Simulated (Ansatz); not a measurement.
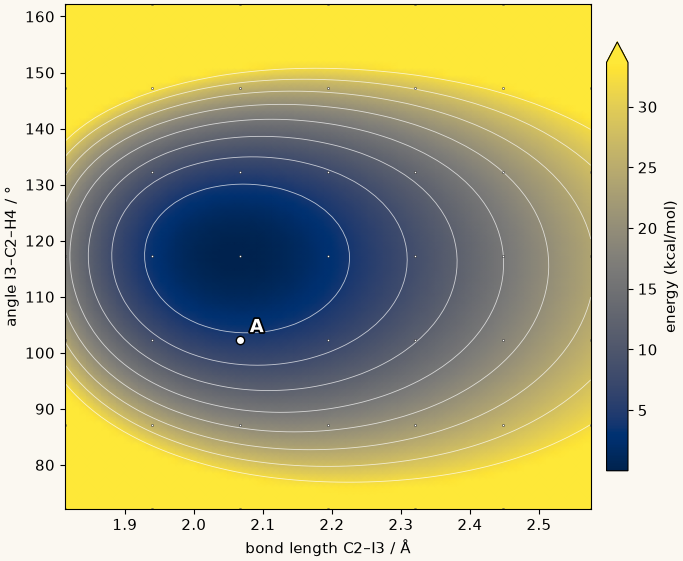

CHClI, SMILES Cl[CH]I, spin multiplicity 2. 
- Coordinates scanned: (1) bond length C2–I3; (2) angle I3–C2–H4.
- Nothing is relaxed (all other coordinates rigid).
- The scan uses a 7 × 7 grid.
- Points are written as (first, second).
- Energies: kcal/mol, counted from the relaxed molecule at the same level.
- Computed with UKS r2SCAN-D4/def2-TZVP (Ansatz).

The picture shows a smooth colour map with a few white contour lines, dots at the grid points, one colour for all values above the top of the scale, the point A. Between grid points the surface is interpolated.

**Which way does the force act at A, and how strong is it?**

A, at (2.067 Å, 102.2°), is not a stationary point. The computed force is 4.1 kcal/mol for each Å towards larger values of bond length C2–I3 and 0.64 kcal/mol for each degree towards larger values of angle I3–C2–H4.
